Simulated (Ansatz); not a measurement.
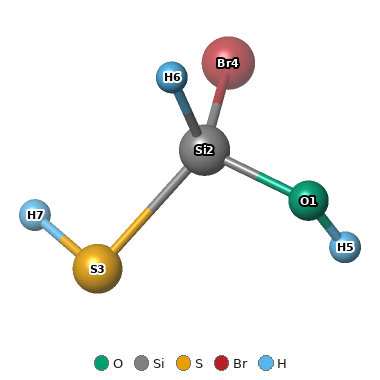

The system is BrH₃OSSi, SMILES O[SiH](S)Br; the picture shows the reference structure. The first coordinate is: dihedral H5–O1–Si2–S3; the second: dihedral O1–Si2–S3–H7. Nothing is relaxed (all other coordinates rigid). The scan uses a 15 × 15 grid. Points are written as (first, second). All energies are given in meV relative to the relaxed molecule at the same level. These are results of Ansatz 0.2.0, RHF/def2-TZVP, not measurements.

Its coordinates:

```xyz
7

O     0.0453    1.6263   -0.3782
Si    0.1768    0.1868    0.3259
S     0.6537   -1.2482   -1.1770
Br   -1.7227   -0.4010    1.3414
H    -0.5950    1.7932   -1.0477
H     1.1931    0.2972    1.3641
H     0.3101   -2.3223   -0.4741
```

Range: dihedral H5–O1–Si2–S3 from −180 to 156°; dihedral O1–Si2–S3–H7 from −180 to 156°.

> Predict the map.

The lowest grid point is at (60°, −156°), 1.3 meV from the relaxed molecule at the same level. There are further wells near (60°, 60°) (18 meV above the lowest at that grid point); (−180°, 60°) (62 meV above the lowest at that grid point); (−156°, −156°) (69 meV above the lowest at that grid point). The highest grid point, (−36°, 12°), lies 216 meV above the lowest. On the interpolated surface the easiest way out of the lowest well to the well at about (−170°, −165°) passes a barrier of about 68 meV. Round the minimum the valley is somewhat tilted: raising dihedral H5–O1–Si2–S3 shifts the best value of dihedral O1–Si2–S3–H7 downwards (coupling k₁₂/√(k₁₁k₂₂) about 0.4).

```tsv
dihedral O1–Si2–S3–H7 ↓, dihedral H5–O1–Si2–S3 →	−180	−156	−132	−108	−84	−60	−36	−12	12	36	60	84	108	132	156
156	95	115	133	140	137	130	123	115	99	76	59	54	59	68	79
132	118	147	176	190	184	166	145	128	116	106	101	100	101	100	103
108	114	141	178	204	208	189	158	125	102	92	97	108	115	112	106
84	85	104	142	179	197	189	158	112	70	49	54	75	94	96	87
60	63	74	107	148	178	186	165	118	62	24	19	40	66	77	70
36	68	76	103	141	176	197	193	157	99	48	28	40	63	76	73
12	90	100	123	153	183	206	218	204	160	107	74	70	82	91	90
−12	103	117	140	162	179	192	203	205	186	148	115	101	99	99	98
−36	96	116	142	160	166	163	161	161	156	139	120	108	101	94	90
−60	85	107	138	160	163	150	132	118	109	103	100	101	99	90	81
−84	85	103	136	166	177	164	136	104	80	72	79	95	106	102	89
−108	92	100	129	165	187	185	157	112	70	49	56	84	110	117	104
−132	87	86	106	139	167	177	160	116	64	28	26	53	88	107	101
−156	72	70	82	104	128	142	137	107	59	16	1	18	50	73	78
−180	71	79	89	101	111	118	118	103	71	34	12	15	34	53	65
```

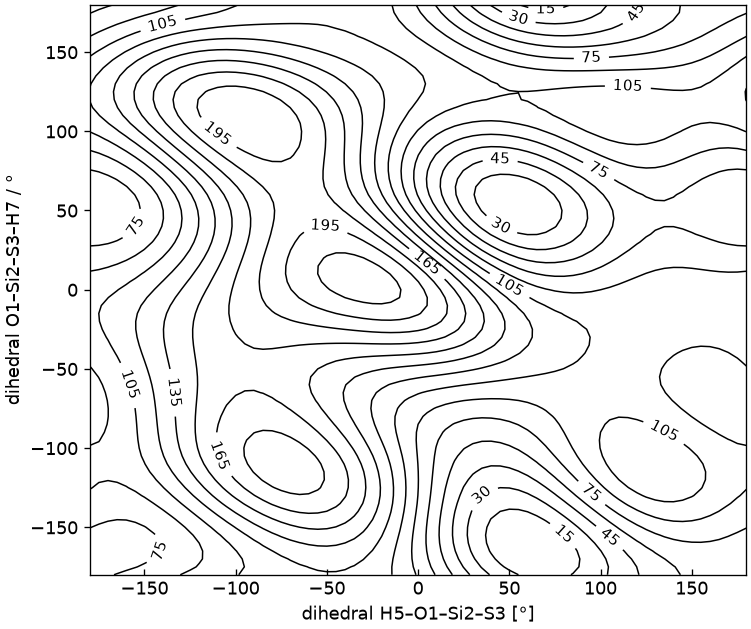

The picture shows contour lines labelled in meV. Between grid points the surface is interpolated.

Time for the 225 points that were run: 50 min on 1 thread of Arm Neoverse N1, on a shared host.
